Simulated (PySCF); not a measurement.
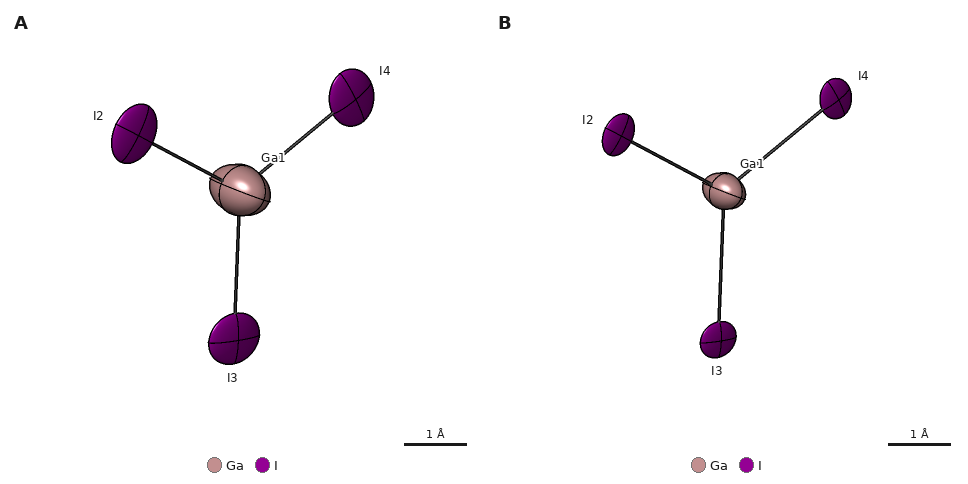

Displacement ellipsoids at the 50 % level, scaled by 3, from the internal vibrations of the free molecule (harmonic, no overall translation or rotation; no half-axis is drawn under 0.075 Å). Vibrations computed with RKS-based B3LYP, Ga def2-SVP, I def2-SVP with ECP28; scalar-relativistic core potentials; density fitting (PySCF 2.14.0). One panel is for 298 K, the other for 600 K.

**Which panel is for 600 K?**

A.

**How much does the mean-square displacement of I4 grow, and why?**

U_eq goes from 0.0035 to 0.0070 Å², a factor of 2.0. Modes below kT (417 cm⁻¹ at 600 K) grow about in proportion to T, and the lowest lies at 60 cm⁻¹; the mean-square amplitude of a mode is its zero-point value times coth(ħω/2kT), which comes close to 1 only above about 3kT.
